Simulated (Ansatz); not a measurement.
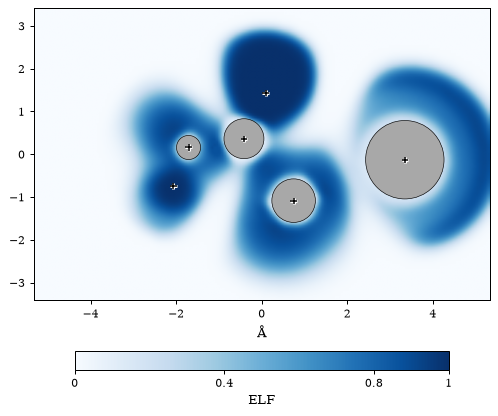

The ELF on a plane through atoms (crosses mark nuclei in the plane; grey discs cover the cores).

Theory: Ansatz 0.2.0, isolated molecule in a Gaussian basis; Kohn-Sham density functional theory, functional PBE0.

Candidates:
A. H₄In₂NO (doublet)
B. BClGaH₂O (charge +1)
C. GeH₄InSi (charge +1)

Which system is this?

Candidate B: BClGaH₂O on the molecular plane, which holds B, Cl, Ga, O and H. B–O (1.31 Å): the ELF peaks at about 0.85 between the atoms, as expected for a short, strongly polar bond. B–Cl (1.86 Å): the ELF peaks at about 0.90 between the atoms; a polar covalent bond.
